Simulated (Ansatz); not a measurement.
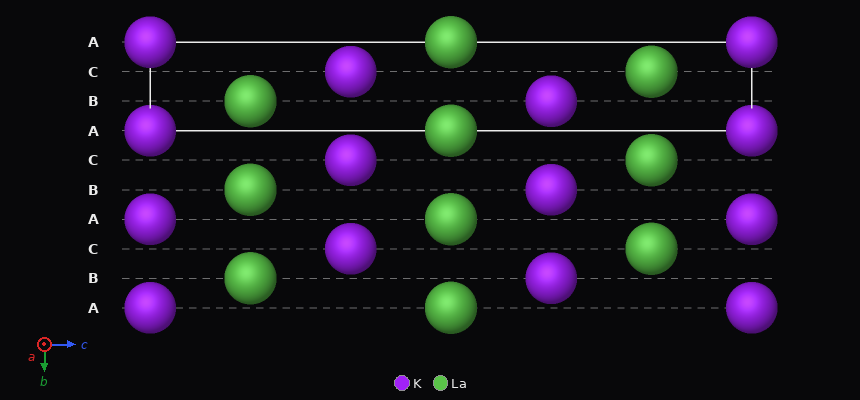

Projection along an edge of the hexagonal mesh, stacking direction c to the right. The dashed lines mark the three columns A (0, 0), B (1/3, 2/3) and C (2/3, 1/3). The sequence starts with the first layer at or above the cell's origin.

The compound is KLa (space group R-3m, No. 166), taken as the geometry relaxed with Ansatz 0.2.0, DFT, PBE, PAW with Ansatz's default frozen-core files, scalar-relativistic; the starting structure was generated, so it need not be a known form of this composition.

**List the layers of one repeat.**

K(A) – La(B) – K(C) – La(A) – K(B) – La(C) (six layers in 22.29 Å).
